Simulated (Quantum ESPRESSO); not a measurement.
**La2Fe2S2O3: parallel and opposed starts**

Wanted: the moments of La2Fe2S2O3 and the energy of each order that was tried.

Main program and level: Quantum ESPRESSO 7.5; PBE with U = 4.5 eV on Fe d (ortho-atomic projectors); plane waves with GBRV 1.5 PBE potentials, no spin-orbit coupling.

**Measured values to reproduce.**

For La2Fe2O3S2, tetragonal layered oxychalcogenide (solid-state synthesised powder, 4 K), “Magnetic and Structural Properties of the Iron Oxychalcogenides La2O2Fe2OM2 (M= S, Se)” (2018, arxiv:1801.00342) gives, by neutron powder diffraction, magnetic Rietveld: moment (ordered Fe2+ moment) 2.32 ± 0.04 μB [moment depends on the assumed non-collinear AFM3 magnetic model].

## (1) The structure

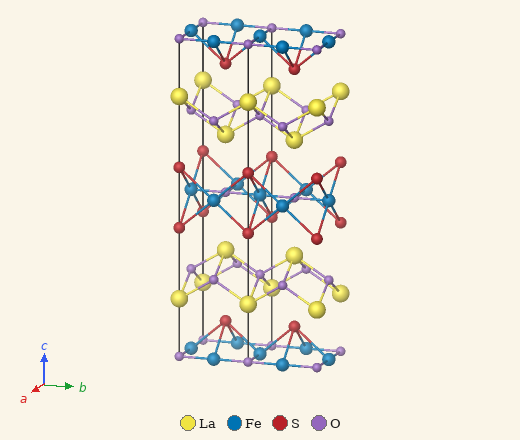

The starting structure, seen slightly off an axis (lanthanum yellow, iron blue, sulfur red, oxygen purple). 1×2×1 cells are drawn. This picture shows the conventional cell, with its axes. Some periodic images of atoms are drawn too.

The cell comes from Materials Project 2023-11-01, a database of computed structures, and need not be the stable phase.

## (2) Start 1: ferro ++

The signs are those of the starting moments on the seeded atoms, the atoms that are given a moment.

pw.in reads:

```
&CONTROL
  calculation = 'scf'
  prefix = 'pwscf'
  outdir = './tmp'
  pseudo_dir = './pseudo'
  disk_io = 'nowf'
/
&SYSTEM
  ibrav = 0
  celldm(1) = 8
  nat = 9
  ntyp = 4
  ecutwfc = 40
  ecutrho = 280
  nbnd = 59
  occupations = 'smearing'
  smearing = 'fd'
  degauss = 0.00367493
  nspin = 2
  starting_magnetization(1) = 0
  starting_magnetization(2) = 0.25
  starting_magnetization(3) = 0
  starting_magnetization(4) = 0
/
&ELECTRONS
  conv_thr = 1.8d-08
  electron_maxstep = 150
  mixing_beta = 0.3
/
ATOMIC_SPECIES
La    138.9055 la_pbe_v1.uspp.F.UPF
Fe     55.8450 fe_pbe_v1.5.uspp.F.UPF
S      32.0600 s_pbe_v1.4.uspp.F.UPF
O      15.9990 o_pbe_v1.2.uspp.F.UPF
CELL_PARAMETERS alat
  -0.4780716549912    0.4780716549912    2.1477261805371
   0.4780716549912   -0.4780716549912    2.1477261805371
   0.4780716549912    0.4780716549912   -2.1477261805371
ATOMIC_POSITIONS crystal
La      0.1818010000    0.1818010000    0.0000000000
La      0.8181990000    0.8181990000    0.0000000000
Fe      0.5000000000    0.0000000000    0.5000000000
Fe      0.0000000000    0.5000000000    0.5000000000
S       0.4049150000    0.4049150000    0.0000000000
S       0.5950850000    0.5950850000    0.0000000000
O       0.7500000000    0.2500000000    0.5000000000
O       0.2500000000    0.7500000000    0.5000000000
O       0.0000000000    0.0000000000    0.0000000000
K_POINTS automatic
8 8 8 0 0 0
HUBBARD {ortho-atomic}
U Fe-3d 4.5000
```

On the command line:

```console
OMP_NUM_THREADS=1 mpirun -n 4 pw.x -nk 4 -in pw.in > pw.out
```

Output:

```text
Program PWSCF v.7.5 starts

     Message from routine setup:
     using ibrav=0 with symmetry is DISCOURAGED, use correct ibrav instead

     K-points division:     npool     =       4
     Subspace diagonalization in iterative solution of the eigenvalue problem:

     G-vector sticks info
     --------------------
     sticks:   dense  smooth     PW     G-vecs:    dense   smooth      PW
     Sum        4123    2369    829                79499    34457    7137

     Using Slab Decomposition

     bravais-lattice index     =            0
     lattice parameter (alat)  =       8.0000  a.u.
     unit-cell volume          =    1005.2981 (a.u.)^3
     number of atoms/cell      =            9
     number of atomic types    =            4
     number of electrons       =        84.00
     number of Kohn-Sham states=           59
     kinetic-energy cutoff     =      40.0000  Ry
     charge density cutoff     =     280.0000  Ry
     scf convergence threshold =      1.8E-08
     mixing beta               =       0.3000
     number of iterations used =            8  plain     mixing
     Exchange-correlation= SLA  PW   PBE  PBE
                           (   1   4   3   4   0   0   0)
     Hubbard projectors: ortho-atomic
     Hubbard parameters of DFT+U (Dudarev formulation) in eV:
     U(Fe-3d) =  4.5000

     Internal variables: lda_plus_u =T, lda_plus_u_kind = 0

     Internal variables: orbital_resolved =F, hub_pot_fix =F, apply_U = F

     celldm(1)=   8.000000  celldm(2)=   0.000000  celldm(3)=   0.000000
     celldm(4)=   0.000000  celldm(5)=   0.000000  celldm(6)=   0.000000

     crystal axes: (cart. coord. in units of alat)
               a(1) = (  -0.478072   0.478072   2.147726 )
               a(2) = (   0.478072  -0.478072   2.147726 )
               a(3) = (   0.478072   0.478072  -2.147726 )

     reciprocal axes: (cart. coord. in units 2 pi/alat)
               b(1) = ( -0.000000  1.045868  0.232804 )
               b(2) = (  1.045868 -0.000000  0.232804 )
               b(3) = (  1.045868  1.045868  0.000000 )

     PseudoPot. # 1 for La read from file:
     la_pbe_v1.uspp.F.UPF
     Pseudo is Ultrasoft + core correction, Zval = 11.0
     Generated by new atomic code, or converted to UPF format
     Using radial grid of  995 points,  8 beta functions with:
                l(1) =   0
                l(2) =   0
                l(3) =   1
                l(4) =   1
                l(5) =   2
                l(6) =   2
                l(7) =   3
                l(8) =   3
     Q(r) pseudized with  8 coefficients,  rinner =    1.700   1.700   1.700
                                                       1.700   1.700   1.700
                                                       1.700

     PseudoPot. # 2 for Fe read from file:
     fe_pbe_v1.5.uspp.F.UPF
     Pseudo is Ultrasoft + core correction, Zval = 16.0
     Generated by new atomic code, or converted to UPF format
     Using radial grid of  861 points,  6 beta functions with:
                l(1) =   0
                l(2) =   0
                l(3) =   1
                l(4) =   1
                l(5) =   2
                l(6) =   2
     Q(r) pseudized with  8 coefficients,  rinner =    1.000   1.000   1.000
                                                       1.000   1.000

     PseudoPot. # 3 for S  read from file:
     s_pbe_v1.4.uspp.F.UPF
     Pseudo is Ultrasoft + core correction, Zval =  6.0
     Generated by new atomic code, or converted to UPF format
     Using radial grid of  907 points,  6 beta functions with:
                l(1) =   0
                l(2) =   0
                l(3) =   1
                l(4) =   1
                l(5) =   2
                l(6) =   2
     Q(r) pseudized with  8 coefficients,  rinner =    1.300   1.300   1.300
                                                       1.300   1.300

     PseudoPot. # 4 for O  read from file:
     o_pbe_v1.2.uspp.F.UPF
     Pseudo is Ultrasoft + core correction, Zval =  6.0
     Generated by new atomic code, or converted to UPF format
     Using radial grid of  737 points,  5 beta functions with:
                l(1) =   0
                l(2) =   0
                l(3) =   1
                l(4) =   1
                l(5) =   2
     Q(r) pseudized with  8 coefficients,  rinner =    0.900   0.900   0.900
                                                       0.900   0.900

     atomic species   valence    mass     pseudopotential
     La               11.00   138.90550     La( 1.00)
     Fe               16.00    55.84500     Fe( 1.00)
     S                 6.00    32.06000     S ( 1.00)
     O                 6.00    15.99900     O ( 1.00)

     Starting magnetic structure
     atomic species   magnetization
     La              0.000
     Fe              0.250
     S               0.000
     O               0.000

     16 Sym. Ops., with inversion, found

   Cartesian axes

     site n.     atom                  positions (alat units)
         1        La     tau(   1) = (  -0.0000000  -0.0000000   0.7809175  )
         2        La     tau(   2) = (   0.0000000   0.0000000   3.5145348  )
         3        Fe     tau(   3) = (   0.0000000   0.4780717   0.0000000  )
         4        Fe     tau(   4) = (   0.4780717   0.0000000   0.0000000  )
         5        S      tau(   5) = (   0.0000000   0.0000000   1.7392931  )
         6        S      tau(   6) = (   0.0000000   0.0000000   2.5561593  )
         7        O      tau(   7) = (   0.0000000   0.4780717   1.0738631  )
         8        O      tau(   8) = (   0.4780717   0.0000000   1.0738631  )
         9        O      tau(   9) = (   0.0000000   0.0000000   0.0000000  )

     number of k points=    59  Fermi-Dirac smearing, width (Ry)=  0.0037
                       cart. coord. in units 2pi/alat
        k(    1) = (   0.0000000   0.0000000   0.0000000), wk =   0.0019531
        k(    2) = (   0.1307335   0.1307335   0.0000000), wk =   0.0078125
        k(    3) = (   0.2614671   0.2614671   0.0000000), wk =   0.0078125
        k(    4) = (   0.3922006   0.3922006   0.0000000), wk =   0.0078125
        k(    5) = (  -0.5229342  -0.5229342   0.0000000), wk =   0.0039062
        [... 54 further k-points ...]

     Dense  grid:    79499 G-vectors     FFT dimensions: (  96,  96,  96)

     Smooth grid:    34457 G-vectors     FFT dimensions: (  75,  75,  75)

     Check: negative core charge=   -0.000017
     Generating pointlists ...
     new r_m :   0.2313 (alat units)  1.8503 (a.u.) for type    1
     new r_m :   0.1972 (alat units)  1.5776 (a.u.) for type    2
     new r_m :   0.2594 (alat units)  2.0750 (a.u.) for type    3
     new r_m :   0.1972 (alat units)  1.5776 (a.u.) for type    4

     Initial potential from superposition of free atoms

     starting charge      81.9358, renormalised to      84.0000

     negative rho (up, down):  7.151E-02 7.151E-02

     STARTING HUBBARD OCCUPATIONS:

     =================== HUBBARD OCCUPATIONS ===================
     ------------------------ ATOM    3 ------------------------
     Tr[ns(  3)] (up, down, total) =   5.00000  0.00000  5.00000
     Atomic magnetic moment for atom   3 =   5.00000
     [... lines left out ...]
     ------------------------ ATOM    4 ------------------------
     Tr[ns(  4)] (up, down, total) =   5.00000  0.00000  5.00000
     Atomic magnetic moment for atom   4 =   5.00000
     [... lines left out ...]
     Number of occupied Hubbard levels =   10.0000

     Atomic wfc used for Hubbard projectors are orthogonalized

     Starting wfcs are   86 randomized atomic wfcs

     Self-consistent Calculation

     iteration #  1     ecut=    40.00 Ry     beta= 0.30
     Davidson diagonalization with overlap
     ethr =  1.00E-02,  avg # of iterations =  4.7

     =================== HUBBARD OCCUPATIONS ===================
     ------------------------ ATOM    3 ------------------------
     Tr[ns(  3)] (up, down, total) =   4.95911  3.56451  8.52362
     Atomic magnetic moment for atom   3 =   1.39460
     [... lines left out ...]
     ------------------------ ATOM    4 ------------------------
     Tr[ns(  4)] (up, down, total) =   4.95911  3.56451  8.52362
     Atomic magnetic moment for atom   4 =   1.39460
     [... lines left out ...]
     Number of occupied Hubbard levels =   17.0472

     negative rho (up, down):  6.950E-02 6.941E-02

     total energy              =    -838.51405607 Ry
     estimated scf accuracy    <      30.24403927 Ry

     total magnetization       =     3.26 Bohr mag/cell
     absolute magnetization    =     3.64 Bohr mag/cell

     iteration #  2     ecut=    40.00 Ry     beta= 0.30
     Davidson diagonalization with overlap
     ethr =  1.00E-02,  avg # of iterations =  7.1

     negative rho (up, down):  1.913E-04 2.452E-04

     total energy              =    -825.80291458 Ry
     estimated scf accuracy    <     536.97860101 Ry

     total magnetization       =     0.15 Bohr mag/cell
     absolute magnetization    =     0.29 Bohr mag/cell

     iteration #  3     ecut=    40.00 Ry     beta= 0.30
     Davidson diagonalization with overlap
     ethr =  1.00E-02,  avg # of iterations =  9.3

     negative rho (up, down):  3.590E-03 3.792E-03

     total energy              =    -851.29265151 Ry
     estimated scf accuracy    <       6.20693508 Ry

     total magnetization       =     5.87 Bohr mag/cell
     absolute magnetization    =     6.02 Bohr mag/cell

     [... further iterations left out ...]

     iteration # 21     ecut=    40.00 Ry     beta= 0.30
     Davidson diagonalization with overlap
     ethr =  6.19E-10,  avg # of iterations =  2.0

     negative rho (up, down):  4.868E-02 4.993E-02

     total energy              =    -851.61910106 Ry
     estimated scf accuracy    <       0.00000075 Ry

     total magnetization       =     8.00 Bohr mag/cell
     absolute magnetization    =     8.04 Bohr mag/cell

     iteration # 22     ecut=    40.00 Ry     beta= 0.30
     Davidson diagonalization with overlap
     ethr =  6.19E-10,  avg # of iterations =  4.0

     negative rho (up, down):  4.867E-02 4.991E-02

     total energy              =    -851.61910122 Ry
     estimated scf accuracy    <       0.00000021 Ry

     total magnetization       =     8.00 Bohr mag/cell
     absolute magnetization    =     8.04 Bohr mag/cell

     iteration # 23     ecut=    40.00 Ry     beta= 0.30
     Davidson diagonalization with overlap
     ethr =  2.55E-10,  avg # of iterations =  4.0

     negative rho (up, down):  4.866E-02 4.990E-02

     total energy              =    -851.61910133 Ry
     estimated scf accuracy    <       0.00000014 Ry

     total magnetization       =     8.00 Bohr mag/cell
     absolute magnetization    =     8.04 Bohr mag/cell

     iteration # 24     ecut=    40.00 Ry     beta= 0.30
     Davidson diagonalization with overlap
     ethr =  1.66E-10,  avg # of iterations =  3.9

     negative rho (up, down):  4.867E-02 4.991E-02

     Magnetic moment per site  (integrated on atomic sphere of radius R)
     atom   1 (R=0.231)  charge=  6.1990  magn=  0.0087
     atom   2 (R=0.231)  charge=  6.1990  magn=  0.0087
     atom   3 (R=0.197)  charge= 13.2441  magn=  3.3566
     atom   4 (R=0.197)  charge= 13.2441  magn=  3.3566
     atom   5 (R=0.259)  charge=  4.7931  magn=  0.1134
     atom   6 (R=0.259)  charge=  4.7931  magn=  0.1134
     atom   7 (R=0.197)  charge=  5.5606  magn=  0.0053
     atom   8 (R=0.197)  charge=  5.5606  magn=  0.0053
     atom   9 (R=0.197)  charge=  5.5913  magn=  0.1869

     End of self-consistent calculation

     =================== HUBBARD OCCUPATIONS ===================
     ------------------------ ATOM    3 ------------------------
     Tr[ns(  3)] (up, down, total) =   4.92539  1.22622  6.15161
     Atomic magnetic moment for atom   3 =   3.69917
     [... lines left out ...]
     ------------------------ ATOM    4 ------------------------
     Tr[ns(  4)] (up, down, total) =   4.92539  1.22622  6.15161
     Atomic magnetic moment for atom   4 =   3.69917
     [... lines left out ...]
     Number of occupied Hubbard levels =   12.3032

     Number of k-points >= 100: set verbosity='high' to print the bands.

     the Fermi energy is    11.0990 ev

!    total energy              =    -851.61910136 Ry
     estimated scf accuracy    <          7.9E-09 Ry
     smearing contrib. (-TS)   =      -0.00000000 Ry
     internal energy E=F+TS    =    -851.61910136 Ry

     The total energy is F=E-TS. E is the sum of the following terms:
     one-electron contribution =    -500.20659048 Ry
     hartree contribution      =     293.78956038 Ry
     xc contribution           =    -196.49421980 Ry
     ewald contribution        =    -448.83785978 Ry
     Hubbard energy            =       0.13000831 Ry

     total magnetization       =     8.00 Bohr mag/cell
     absolute magnetization    =     8.04 Bohr mag/cell

     convergence has been achieved in  24 iterations

=------------------------------------------------------------------------------=
   JOB DONE.
=------------------------------------------------------------------------------=
```

The job ended after 19 min (4 MPI ranks of Intel Xeon 6975P-C (Granite Rapids), shared host; peak memory 2.1 GiB; 75 min of CPU time).

Spin moment in the atom's sphere by atom:

```tsv
atom	spin moment in the atom's sphere (μB)
La1	0.01
La2	0.01
Fe3	3.36
Fe4	3.36
S5	0.11
S6	0.11
O7	0.01
O8	0.01
O9	0.19
```

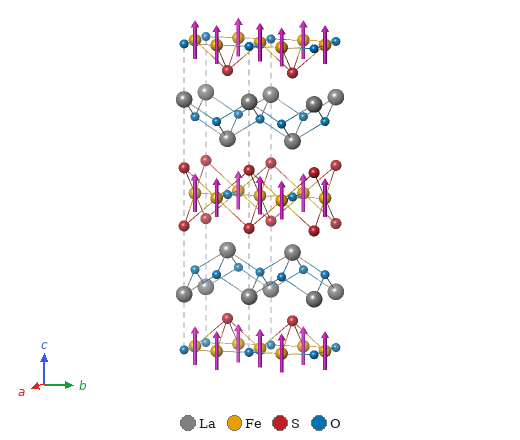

Spin moment in the atom's sphere as arrows, the longest 3.36 μB. Up and down stand for the sign. Arrows give size and sign along the axis of quantisation, drawn up and down the page. 1×2×1 conventional cells are drawn. Some periodic images of atoms are drawn too.

This step gave:

```
smearing term TS       : 1.64e-8 eV
magnetization          : 8 μB
absolute magnetization : 8.044 μB
final state            : ferromagnetic
```

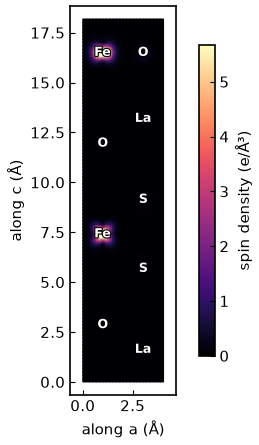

Spin density in the ac plane of the conventional cell at fractional y = 0.000, with atoms of La and Fe and S and O within 0.2 Å of it. The map starts off the cell's origin, so that atoms lie inside it.

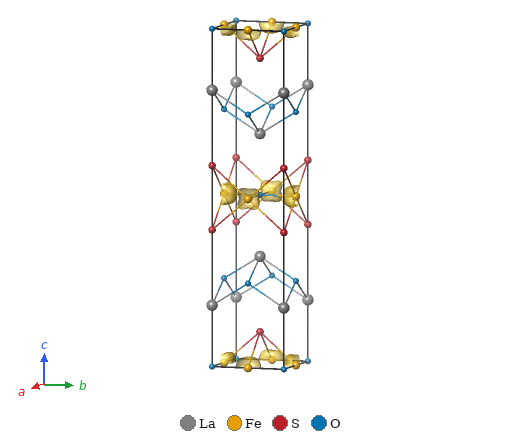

Surface of spin density = 0.61 e/Å³, which holds about 70 % of the integral of its size.

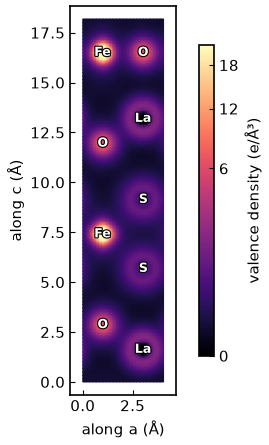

Valence density in the ac plane of the conventional cell at fractional y = 0.000, with atoms of La and Fe and S and O within 0.2 Å of it. It is the smooth field of the valence electrons, not physical close to the nuclei. The map starts off the cell's origin, so that atoms lie inside it. The colour scale is stretched toward low values.

(Continued in part 2 of 2.)

[Logs and program files are shortened in this print: banners, set-up blocks, solver, clock and traceback lines can be left out without a mark of their own.]

[Logs are printed without paths, hosts, clocks, repeated set-up lines and the standing remarks that a program may print on its own settings, such as how far it seeks lower states.]

[Hosts, paths, dates, database ids (printed as entryN), source tags and the programs' standing remarks are cut or masked in the printed files.]

[Where a cell is said to come from a database of computed structures, the database is the Materials Project.]
